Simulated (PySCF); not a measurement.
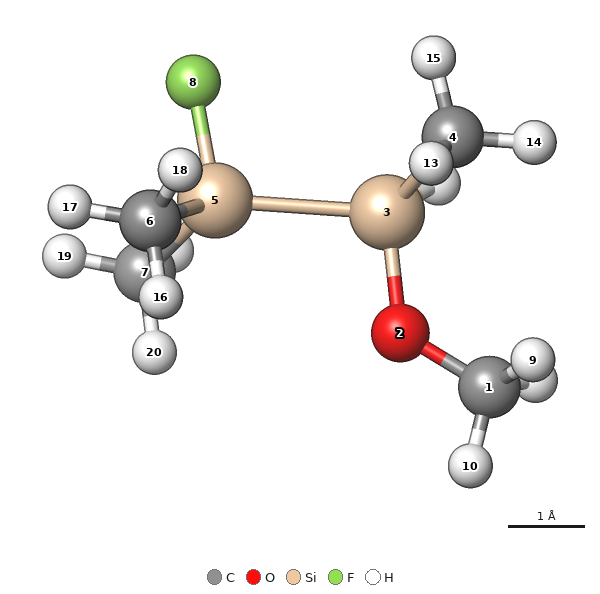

*The structure as given in the input (ball-and-stick view, seen at a tilt; atoms are numbered from 1 in the order of the input).*

Bond lengths as drawn: C–H 1.09 Å, C–O 1.39 Å, C–Si 1.90 to 1.91 Å, F–Si 1.64 Å, H–Si 1.48 Å, O–Si 1.63 Å and Si–Si 2.30 Å.

## Run report: C4H13FOSi2, single-point calculation

C4H13FOSi2, SMILES CO[Si@H](C)[Si](C)(C)F, computed with PBE0/def2-SVP single-point energy, IEF-PCM benzene (PySCF 2.14.0).

The geometry comes from this level: GFN2-xTB.

## The input
```
{"job": {"xc": "PBE0", "basis": "def2-SVP", "solvent": "benzene", "kind": "sp"}, "charge": 0, "multiplicity": 1}
C     -2.703654    -1.148821    -0.612605
O     -1.361341    -0.819073    -0.427344
Si    -0.653839    -0.203443     0.909683
C     -1.506160     1.412915     1.470825
Si     1.489966     0.076259     0.137296
C      1.771036     1.456724    -1.148716
C      2.411699    -1.498491    -0.408505
F      2.320043     0.588261     1.454412
H     -3.343059    -0.275979    -0.463484
H     -2.827998    -1.515080    -1.632261
H     -3.009964    -1.928085     0.088713
H     -0.843747    -1.143704     2.037927
H     -1.600433     2.113254     0.643325
H     -2.506251     1.234917     1.860799
H     -0.938476     1.909020     2.251779
H      1.244608     1.252019    -2.075812
H      2.826043     1.571305    -1.384511
H      1.416510     2.413173    -0.773874
H      3.446561    -1.286425    -0.665160
H      1.941359    -1.954982    -1.273577
H      2.418176    -2.236821     0.388564
```

The first line tells a small driver script what to run in PySCF; the rest is the geometry in Å.

Launched with:
```bash
OMP_NUM_THREADS=1 python <driver script> task.json out
```

## Log
```
coarse grid: 17824 points
cycle   1  E = -913.0866632312  dE =  4.628e-01  |g| = 8.942e-01  |ddm| = 4.344e+00
cycle   2  E = -912.9372136660  dE =  1.494e-01  |g| = 1.273e+00  |ddm| = 2.148e+00
cycle   3  E = -913.2445234589  dE = -3.073e-01  |g| = 1.215e-01  |ddm| = 1.377e+00
cycle   4  E = -913.2474415451  dE = -2.918e-03  |g| = 3.798e-02  |ddm| = 1.360e-01
cycle   5  E = -913.2477773024  dE = -3.358e-04  |g| = 8.172e-03  |ddm| = 4.077e-02
cycle   6  E = -913.2477888562  dE = -1.155e-05  |g| = 3.428e-03  |ddm| = 1.060e-02
cycle   7  E = -913.2477910926  dE = -2.236e-06  |g| = 3.974e-04  |ddm| = 3.276e-03
final grid: 161336 points
cycle   8  E = -913.3698281733  dE = -2.693e-05  |g| = 1.063e-02  |ddm| = 2.616e-02
cycle   9  E = -913.3698115772  dE =  1.660e-05  |g| = 1.396e-02  |ddm| = 1.955e-02
cycle  10  E = -913.3698537611  dE = -4.218e-05  |g| = 1.417e-03  |ddm| = 1.185e-02
cycle  11  E = -913.3698541838  dE = -4.227e-07  |g| = 1.145e-04  |ddm| = 1.456e-03
cycle  12  E = -913.3698541866  dE = -2.780e-09  |g| = 5.813e-05  |ddm| = 1.944e-04
cycle  13  E = -913.3698541874  dE = -7.467e-10  |g| = 1.621e-05  |ddm| = 7.140e-05
```

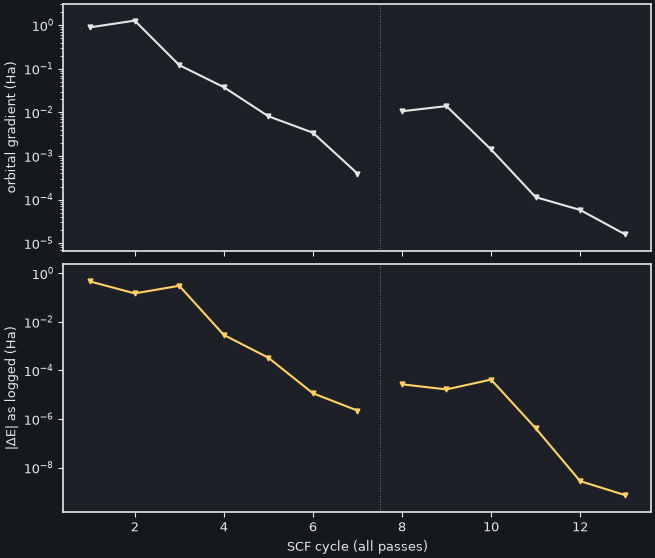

*Convergence of the self-consistent field: orbital gradient and size of the energy change against the SCF cycle. The dotted line marks the change from a coarse to the final integration grid.*

The first 7 cycles use a coarse grid, the final grid takes over at cycle 8, and the field converges after 13 cycles in all.

```
converged SCF energy = -913.3698541874
```

## Summary

```json
{"quantity": "outcome", "value": "converged"}
{"quantity": "total energy", "value": "−913.369854 hartree"}
{"quantity": "HOMO", "value": "−7.50 eV"}
{"quantity": "LUMO", "value": "0.19 eV"}
{"quantity": "dipole moment", "value": "2.56 D"}
{"quantity": "hardware", "value": "1 CPU thread, shared host"}
{"quantity": "wall time", "value": "15 s"}
{"quantity": "peak memory", "value": "0.99 GiB"}
```
